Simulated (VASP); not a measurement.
Band structure of PbS (rock salt). Calculation: LDA (Ceperley-Alder, Perdew-Zunger), VASP's LDA PAW potentials (set 64) (plane waves; VASP 6.6.1).

Unless said otherwise, spin-orbit coupling is left out, though it shifts the bands of the heavy elements here.

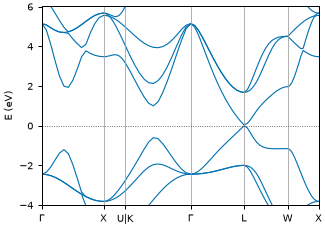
*Bands along high-symmetry lines, zero at the valence-band maximum or, without a gap, the Fermi level*

Task: Read the plot: is there a gap, and where are the band edges?

Result: The gap is direct, 0.04 eV, from the valence maximum at L to the conduction minimum at L. (Edges off the drawn lines would not show.)

Measured: gap 0.37 eV (computed value off by -0.33 eV), as given by Wikipedia, List of semiconductor materials.

The compound is PbS in the rock salt structure. It was relaxed first.
